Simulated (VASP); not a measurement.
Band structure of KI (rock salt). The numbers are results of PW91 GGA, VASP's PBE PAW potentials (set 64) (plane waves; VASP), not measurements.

Unless said otherwise, spin-orbit coupling is left out, though it shifts the bands of the heavy elements here.

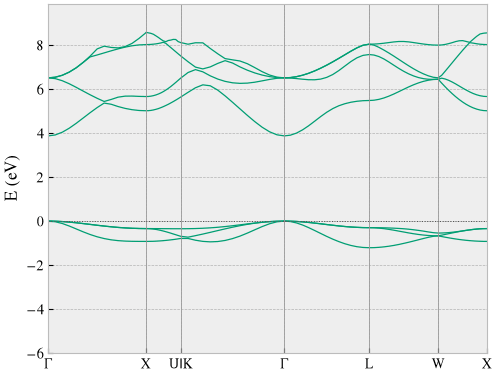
Fig. 1. Bands along high-symmetry lines, zero at the valence-band maximum or, without a gap, the Fermi level

### Question
Read the plot: is there a gap, and where are the band edges?

### Answer
The gap is direct, 3.87 eV, from the valence maximum at Γ to the conduction minimum at Γ. (Edges off the drawn lines would not show.)

Measured: gap 6.10 eV (computed value off by -2.23 eV), as given by Aguado et al., (1998), arXiv:cond-mat/9809176.

The compound is KI in the rock salt structure. It was relaxed first.
